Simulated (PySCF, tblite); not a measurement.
# HF: deprotonation

Aim: compute the deprotonation of HF (`F`).

Programs: tblite 0.8.0 and PySCF 2.14.0, with routines of our own; each step states its level. All values are computed. Atoms count from 0.

### Step 1. The starting structure

2 atoms, charge 0, multiplicity 1; geometry from: start built from the parent or by distance geometry.

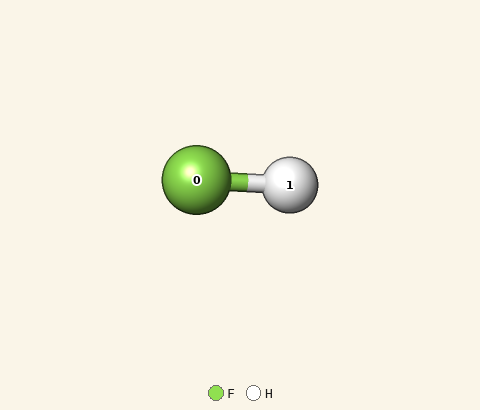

The starting geometry (fluorine green, hydrogen white).

### Step 2. Relaxing the molecule with GFN2-xTB

What the job is given:

```
{"job": {"kind": "relax", "xc": "GFN2-xTB", "basis": "xTB"}, "charge": 0, "multiplicity": 1}
F      0.504000    -0.006100    -0.005300
H     -0.498500     0.008700    -0.023000
```

Started as:

```
$ OMP_NUM_THREADS=1 python redox_run.py task.json out
```

The driver reads the jobs from task.json and runs them one after another.

Log:

```text
step      E/eV     max force
  0    -142.02207    2.539
  1    -142.12152    0.111
  2    -142.12162    0.041
  3    -142.12164    0.000
```

Wall time 0.01 s (1 thread of Arm Neoverse V1, shared host).

Step by step:

| step | energy from step 0 (eV) | largest force (eV/Å) |
| --- | --- | --- |
| 0 | 0.0000 | 2.5387 |
| 1 | -0.0994 | 0.1110 |
| 2 | -0.0995 | 0.0410 |
| 3 | -0.0996 | 0.0000 |

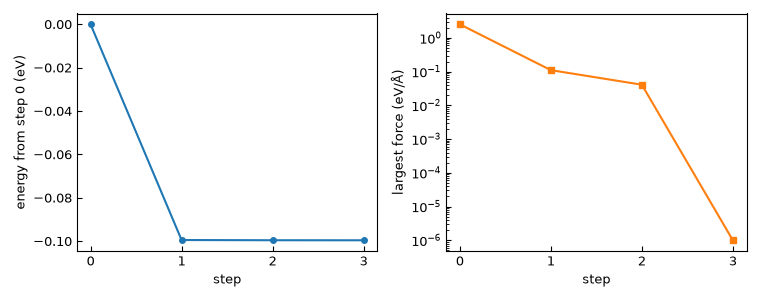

Energy and force, step by step.

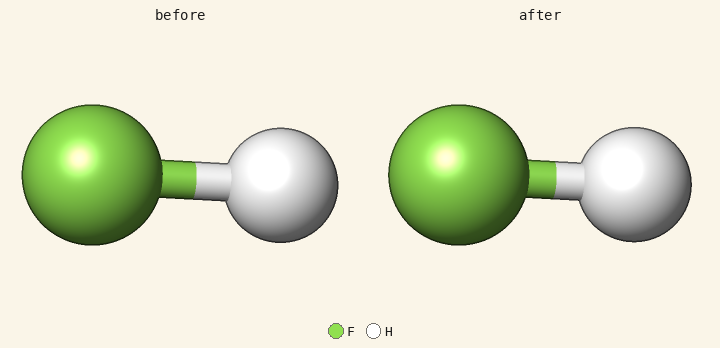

Before and after, at one scale.

The bond:

| bond | before (Å) | after (Å) | change (Å) |
| --- | --- | --- | --- |
| F0–H1 | 1.003 | 0.932 | -0.070 |

The final coordinates are the input of the step that follows.

### Step 3. Harmonic vibrations with GFN2-xTB

What the job is given:

```
{"job": {"kind": "ir", "xc": "GFN2-xTB", "basis": "xTB"}, "charge": 0, "multiplicity": 1}
F      0.468847    -0.005600    -0.005904
H     -0.463333     0.008136    -0.022394
```

Log:

```text
mode    cm-1     km/mol
  1    3763.5     72.00
ZPE 22.511  H(298)-E 31.187  G(298)-E -20.652 kJ/mol  S 173.87 J/(mol K)
```

Wall time 0.05 s (1 thread of Arm Neoverse V1, shared host).

The strongest bands and the atoms that carry them (share of the mass-weighted mode):

| cm⁻¹ | km/mol | atoms |
| --- | --- | --- |
| 3764 | 72.0 | H1 95 % |

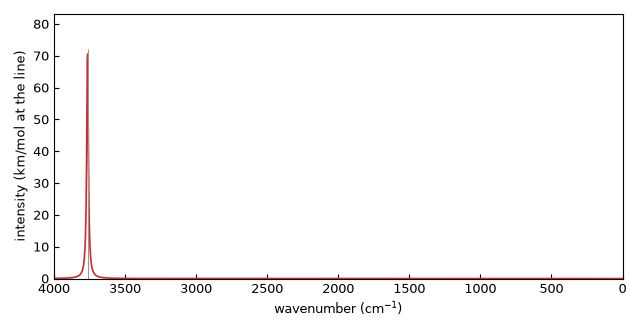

The infrared spectrum from these modes, unscaled. Lines are broadened to a width of 14 cm⁻¹ (Lorentzian).

### Step 4. Relaxing the molecule at PBE0-D3(BJ)/ma-def2-SVP

What the job is given:

```
{"job": {"xc": "PBE0", "basis": "ma-def2-SVP", "d3": "d3bj", "grid": 1, "kind": "geom"}, "charge": 0, "multiplicity": 1}
F      0.468847    -0.005600    -0.005904
H     -0.463333     0.008136    -0.022394
```

Log:

```text
step   0  E = -100.27535291  max force = 0.010972
step   1  E = -100.27545747  max force = 0.000423
step   2  E = -100.27545802  max force = 0.000033
optimisation converged
```

Wall time 0.64 s (1 thread of Arm Neoverse V1, shared host).

The steps of the relaxation:

| step | energy from step 0 (eV) | largest force component (eV/Å) |
| --- | --- | --- |
| 0 | 0.0000 | 0.5642 |
| 1 | -0.0028 | 0.0218 |
| 2 | -0.0029 | 0.0017 |

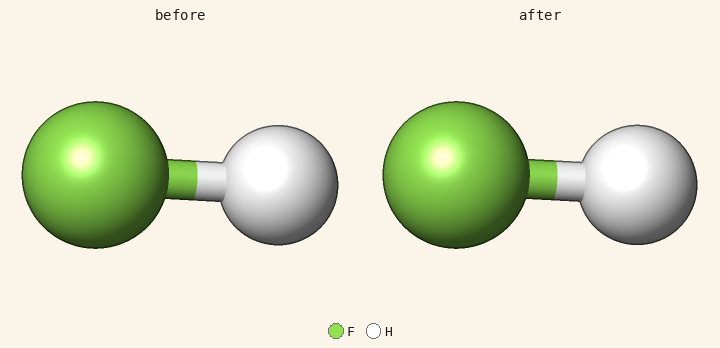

The geometry before (left) and after (right).

The bond:

| bond | before (Å) | after (Å) | change (Å) |
| --- | --- | --- | --- |
| F0–H1 | 0.932 | 0.923 | -0.010 |

The final coordinates are the input of the step that follows.

| at the end point | value |
| --- | --- |
| point group (found at 0.08 Å tolerance) | Cinfv |
| rotational constants (GHz, main isotopes) | 620.3, 620.3 |
| dipole moment (D) | 1.98 |

### Step 5. Harmonic vibrations (HF): PBE0-D3(BJ)/ma-def2-SVP

What the job is given:

```
{"job": {"xc": "PBE0", "basis": "ma-def2-SVP", "d3": "d3bj", "grid": 2, "kind": "hessian"}, "charge": 0, "multiplicity": 1}
F      0.463919    -0.006656    -0.004659
H     -0.458405     0.009192    -0.023639
```

Log:

```text
coarse grid: 1712 points
cycle   1  E = -100.2346053035  dE = -5.268e-02  |g| = 4.200e-01  |ddm| = 9.765e-01
cycle   2  E = -100.2116536216  dE =  2.295e-02  |g| = 5.855e-01  |ddm| = 5.823e-01
cycle   3  E = -100.2656573581  dE = -5.400e-02  |g| = 2.380e-02  |ddm| = 3.136e-01
cycle   4  E = -100.2657421256  dE = -8.477e-05  |g| = 2.265e-03  |ddm| = 1.259e-02
cycle   5  E = -100.2657428369  dE = -7.113e-07  |g| = 1.983e-04  |ddm| = 1.204e-03
final grid: 16976 points
cycle   6  E = -100.2754810841  dE = -8.789e-06  |g| = 2.667e-03  |ddm| = 6.936e-03
cycle   7  E = -100.2754802042  dE =  8.799e-07  |g| = 3.609e-03  |ddm| = 3.189e-03
cycle   8  E = -100.2754822272  dE = -2.023e-06  |g| = 4.005e-05  |ddm| = 1.793e-03
cycle   9  E = -100.2754822275  dE = -3.055e-10  |g| = 7.769e-06  |ddm| = 3.433e-05
cycle  10  E = -100.2754822275  dE = -1.124e-11  |g| = 1.376e-06  |ddm| = 5.806e-06
converged SCF energy = -100.2754822275

mode    cm-1
  1    4127.0
ZPE 24.685  H(298)-E 33.362  G(298)-E -18.425 kJ/mol  S 173.69 J/(mol K)
```

Run time: 0.75 s. Hardware: 1 thread of Arm Neoverse V1, shared host.

Zero-point energy 24.68 kJ/mol (xTB gave 22.51).

### Step 6. Single point (HF): wB97X-D3(BJ)/ma-def2-TZVP

Geometry: PBE0-D3(BJ)/ma-def2-SVP.

What the job is given:

```
{"job": {"kind": "sp", "xc": "wB97X", "basis": "ma-def2-TZVP", "d3": "d3bj", "grid": 2}, "charge": 0, "multiplicity": 1}
F      0.463919    -0.006656    -0.004659
H     -0.458405     0.009192    -0.023639
```

Log:

```text
coarse grid: 1712 points
cycle   1  E = -100.4594377549  dE = -9.574e-02  |g| = 4.755e-01  |ddm| = 6.417e-01
cycle   2  E = -100.4640680494  dE = -4.630e-03  |g| = 5.039e-01  |ddm| = 3.920e-01
cycle   3  E = -100.4965515650  dE = -3.248e-02  |g| = 2.580e-02  |ddm| = 1.666e-01
cycle   4  E = -100.4966295841  dE = -7.802e-05  |g| = 4.978e-03  |ddm| = 1.080e-02
cycle   5  E = -100.4966344045  dE = -4.820e-06  |g| = 4.762e-04  |ddm| = 4.599e-03
final grid: 16976 points
cycle   6  E = -100.4977156907  dE = -2.091e-05  |g| = 7.518e-03  |ddm| = 6.491e-03
cycle   7  E = -100.4977152571  dE =  4.336e-07  |g| = 7.790e-03  |ddm| = 4.895e-03
cycle   8  E = -100.4977227602  dE = -7.503e-06  |g| = 1.419e-04  |ddm| = 2.519e-03
cycle   9  E = -100.4977227687  dE = -8.494e-09  |g| = 3.479e-05  |ddm| = 1.275e-04
converged SCF energy = -100.4977227687
```

It took 0.22 s on 1 thread of Arm Neoverse V1, shared host.

### Step 7. Single point (HF): wB97X-D3(BJ)/ma-def2-TZVP in 1,4-dioxane

Geometry: PBE0-D3(BJ)/ma-def2-SVP.

What the job is given:

```
{"job": {"kind": "sp", "xc": "wB97X", "basis": "ma-def2-TZVP", "d3": "d3bj", "grid": 2, "solvent": "1,4-dioxane"}, "charge": 0, "multiplicity": 1}
F      0.463919    -0.006656    -0.004659
H     -0.458405     0.009192    -0.023639
```

Log:

```text
final grid: 16976 points
cycle   1  E = -100.5016026204  dE = -1.636e-04  |g| = 9.862e-03  |ddm| = 3.189e-02
cycle   2  E = -100.5016114007  dE = -8.780e-06  |g| = 8.892e-03  |ddm| = 8.644e-03
cycle   3  E = -100.5016215072  dE = -1.011e-05  |g| = 1.067e-03  |ddm| = 3.431e-03
cycle   4  E = -100.5016218876  dE = -3.804e-07  |g| = 2.275e-04  |ddm| = 1.425e-03
cycle   5  E = -100.5016219157  dE = -2.813e-08  |g| = 1.765e-05  |ddm| = 4.595e-04
cycle   6  E = -100.5016219159  dE = -2.189e-10  |g| = 2.214e-06  |ddm| = 3.520e-05
converged SCF energy = -100.5016219159
```

Run time: 0.2 s. Hardware: 1 thread of Arm Neoverse V1, shared host.

### Step 8. Single point (F−): wB97X-D3(BJ)/ma-def2-TZVP in 1,4-dioxane

Geometry: atom.

What the job is given:

```
{"job": {"kind": "sp", "xc": "wB97X", "basis": "ma-def2-TZVP", "d3": "d3bj", "grid": 2, "solvent": "1,4-dioxane"}, "charge": -1, "multiplicity": 1}
F      0.000000     0.000000     0.000000
```

Log:

```text
final grid: 11608 points
cycle   1  E = -99.9783398416  dE = -3.707e-04  |g| = 2.240e-02  |ddm| = 5.912e-02
cycle   2  E = -99.9783248407  dE =  1.500e-05  |g| = 2.655e-02  |ddm| = 2.043e-02
cycle   3  E = -99.9784223648  dE = -9.752e-05  |g| = 2.193e-03  |ddm| = 9.902e-03
cycle   4  E = -99.9784236606  dE = -1.296e-06  |g| = 4.943e-05  |ddm| = 3.772e-03
cycle   5  E = -99.9784236610  dE = -4.014e-10  |g| = 2.581e-06  |ddm| = 4.090e-05
converged SCF energy = -99.9784236610
```

Wall time 0.11 s (1 thread of Arm Neoverse V1, shared host).

### Step 9. Single point (HF): wB97X-D3(BJ)/ma-def2-TZVP in tetrahydrofuran

Geometry: PBE0-D3(BJ)/ma-def2-SVP.

What the job is given:

```
{"job": {"kind": "sp", "xc": "wB97X", "basis": "ma-def2-TZVP", "d3": "d3bj", "grid": 2, "solvent": "tetrahydrofuran"}, "charge": 0, "multiplicity": 1}
F      0.463919    -0.006656    -0.004659
H     -0.458405     0.009192    -0.023639
```

Log:

```text
final grid: 16976 points
cycle   1  E = -100.5048446125  dE = -5.303e-04  |g| = 1.696e-02  |ddm| = 5.536e-02
cycle   2  E = -100.5048771752  dE = -3.256e-05  |g| = 1.495e-02  |ddm| = 1.607e-02
cycle   3  E = -100.5049060530  dE = -2.888e-05  |g| = 2.047e-03  |ddm| = 5.860e-03
cycle   4  E = -100.5049075821  dE = -1.529e-06  |g| = 4.084e-04  |ddm| = 2.951e-03
cycle   5  E = -100.5049076728  dE = -9.068e-08  |g| = 3.103e-05  |ddm| = 8.073e-04
cycle   6  E = -100.5049076735  dE = -6.844e-10  |g| = 3.541e-06  |ddm| = 6.621e-05
converged SCF energy = -100.5049076735
```

Run time: 0.19 s. Hardware: 1 thread of Arm Neoverse V1, shared host.

### Step 10. Single point (F−): wB97X-D3(BJ)/ma-def2-TZVP in tetrahydrofuran

Geometry: atom.

What the job is given:

```
{"job": {"kind": "sp", "xc": "wB97X", "basis": "ma-def2-TZVP", "d3": "d3bj", "grid": 2, "solvent": "tetrahydrofuran"}, "charge": -1, "multiplicity": 1}
F      0.000000     0.000000     0.000000
```

Log:

```text
final grid: 11608 points
cycle   1  E = -100.0230087596  dE = -8.995e-04  |g| = 3.369e-02  |ddm| = 8.960e-02
cycle   2  E = -100.0229841598  dE =  2.460e-05  |g| = 3.934e-02  |ddm| = 3.130e-02
cycle   3  E = -100.0231970723  dE = -2.129e-04  |g| = 3.242e-03  |ddm| = 1.443e-02
cycle   4  E = -100.0231999524  dE = -2.880e-06  |g| = 8.221e-05  |ddm| = 5.605e-03
cycle   5  E = -100.0231999535  dE = -1.048e-09  |g| = 5.087e-06  |ddm| = 6.219e-05
converged SCF energy = -100.0231999535
```

Run time: 0.12 s. Hardware: 1 thread of Arm Neoverse V1, shared host.

### Step 11. Deprotonation: wB97X-D3(BJ)/ma-def2-TZVP

This step combines the energies above: geometries from PBE0-D3(BJ)/ma-def2-SVP, zero-point and thermal terms from PBE0-D3(BJ)/ma-def2-SVP.

What the job is given:

```
{"job": {"kind": "ac", "geom": {"xc": "PBE0", "basis": "ma-def2-SVP", "d3": "d3bj", "grid": 1}, "hess": 1, "level": {"xc": "wB97X", "basis": "ma-def2-TZVP", "d3": "d3bj", "solvents": ["1,4-dioxane", "tetrahydrofuran"]}}, "charge": 0, "multiplicity": 1}
F      0.463919    -0.006656    -0.004659
H     -0.458405     0.009192    -0.023639
```

Output (the driver's rows laid out field by field):

```text
deprotonation site by site, wB97X-D3(BJ)/ma-def2-TZVP // PBE0-D3(BJ)/ma-def2-SVP

row 1
  formula                 F
  charge                  -1
  multiplicity            1
  smiles                  [F-]
  kept                    yes
  pieces                  1
  atom                    0
  element                 F
  electronic              1564.24
  enthalpy                1543.27
  free_energy             1519.17
  solution                1,4-dioxane 1328.59, tetrahydrofuran 1219.66
  share_gas               1.0
  share_solution          1,4-dioxane 1.0, tetrahydrofuran 1.0
```

Wall time 2.8 s (1 thread of Arm Neoverse V1, shared host).

Some single points behind these values are not shown above.

Energy needed to remove a proton (kJ/mol, gas phase, 298 K for the thermal columns):

| site | product | electronic | enthalpy | free energy |
| --- | --- | --- | --- | --- |
| F0 | [F-] | 1564.2 | 1543.3 | 1519.2 |

Free energies in a continuum (kJ/mol, same sign; the bare proton is left unsolvated, so these are no solution acidities or basicities): 1,4-dioxane: F0 1328.6; tetrahydrofuran: F0 1219.7.

### Step 12. Outcome

```
                                           quantity                 value
          strongest single infrared mode (GFN2-xTB)  3764 cm⁻¹, 72 km/mol
                       zero-point energy (GFN2-xTB)          5.4 kcal/mol
                                        point group                 Cinfv
               rotational constants (main isotopes)    620.30, 620.30 GHz
ΔH of deprotonation, F0 (wB97X-D3(BJ)/ma-def2-TZVP)         1543.3 kJ/mol
```

**Reading.** The one mode is real. GFN2-xTB is a fitted tight-binding method: band positions and strengths are rough. Its intensities can rank the bands wrongly. Over 2 steps the energy fell by 0.003 eV; of the close pairs, F0–H1 changed most, 0.932 to 0.923 Å (PBE0/ma-def2-SVP). The ΔH of deprotonation at F0 is 1543.3 kJ/mol at wB97X-D3(BJ)/ma-def2-TZVP; zero-point and thermal terms move it by -20.9 kJ/mol from the electronic value.
